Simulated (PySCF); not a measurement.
**H$_{6}$OP, charge +1, SMILES `[OH3+].P`: what the electrons do**

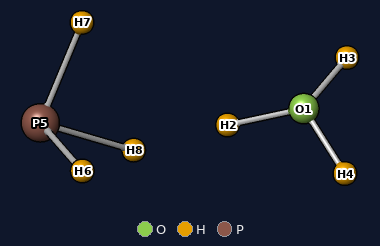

The molecule, with its atoms numbered as below. The pair's geometry is semi-empirical, so its contact may be too short or too long.

Cartesian coordinates (Å):

```
O1      -1.9775    0.0002    0.0790
H2      -0.9833   -0.0132   -0.3229
H3      -2.4939   -0.7991   -0.1483
H4      -2.4725    0.8122   -0.1510
P5       1.3356   -0.0014   -0.0312
H6       0.7393    1.0426    0.6787
H7       0.7403   -0.9807    0.7659
H8       0.2564   -0.0432   -0.9865
```

Part 1: Bonding charge

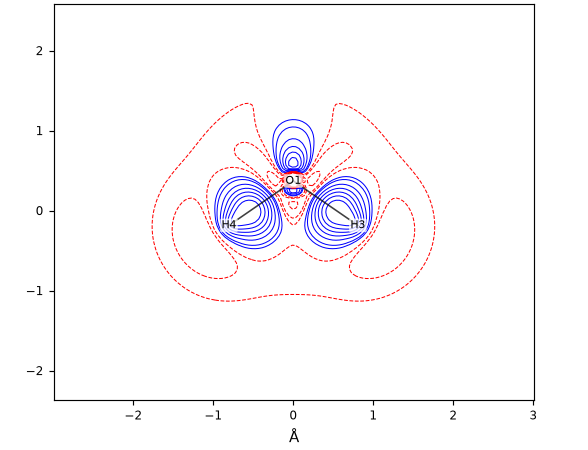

Deformation density (molecule less spherical, spin-averaged free atoms) in the plane of O1, H3 and H4; contours at ±0.05 to ±0.8 e/Å³; solid blue lines: gain, dashed red lines: loss.

Method: CAM-B3LYP/def2-SVPD; geometry: GFN2-xTB; program: PySCF.

> How much density has each bond in this plane gained at its critical point, relative to the free atoms?

O1–H3: +0.71 e/Å³ at the bond critical point (bond length 0.98 Å). O1–H4: +0.70 e/Å³ at the bond critical point (bond length 0.98 Å). In all, 1.2 electrons gather in the regions of gain relative to the promolecule of neutral atoms (the regions of loss give up this much and the cation's charge besides).

Part 2: Local ionisation energy

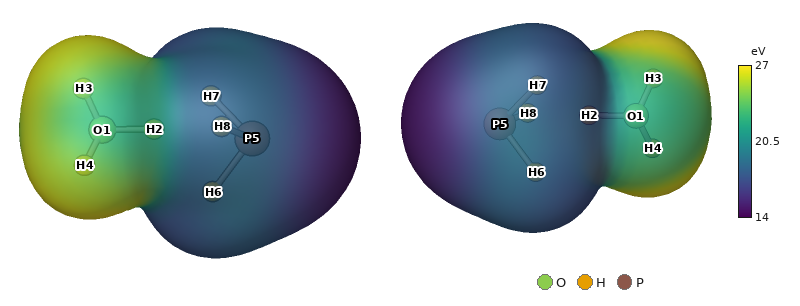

Average local ionisation energy on the surface of electron density 0.001 a.u. (back view left, front view right).

> Locate the minima of the map.

The lowest value is 14.5 eV, 2.3 Å from P5. Further minima include 16.9 eV, near H6 (1.68 Å) and H7 (1.85 Å), over P5 (2.4 Å); 18.2 eV, 1.4 Å from H8. For comparison, the highest occupied orbital lies at −14.3 eV.

Part 3: Binding density

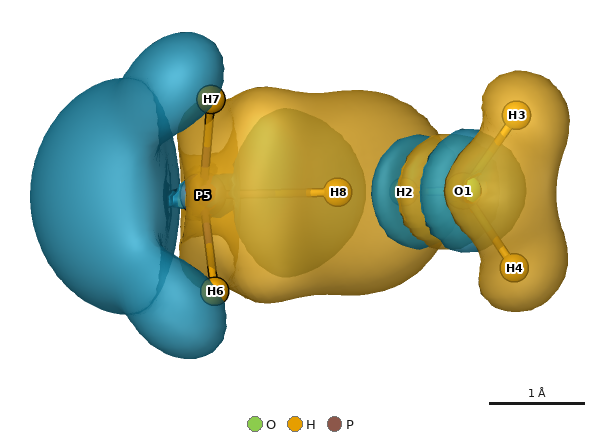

Density of the complex less the densities of the two fragments at the same geometry, ±0.008 e/Å³ (yellow: gain, teal: loss). Fragment A: H3O(+1) (atoms 1–4); fragment B: PH3.

Level of theory: CAM-B3LYP/def2-SVPD (PySCF), at a geometry from GFN2-xTB.

> Which way does charge flow?

Hirshfeld charges show 0.127 e passing from B to A. By Hirshfeld charges, electrons gather most on H2 (−0.053 e) and leave P5 most (+0.142 e); 0.30 e is displaced in all.

> What is the interaction energy, and which contacts carry it?

The counterpoise-corrected interaction energy of the frozen fragments is −12.9 kcal/mol without dispersion correction and −13.8 kcal/mol with D3(BJ). The pair geometry is semi-empirical, not a minimum at this level. Contacts: H2···H8, H···H contact, 1.41 Å, ρ = 0.045 a.u. The pose is a local one from a semi-empirical search, not shown to be the most stable.

The PySCF runs shown took 18 s and 44 s on 1 thread of Intel(R) Xeon(R) Processor @ 2.50GHz (Skylake/Cascade Lake) (shared host).
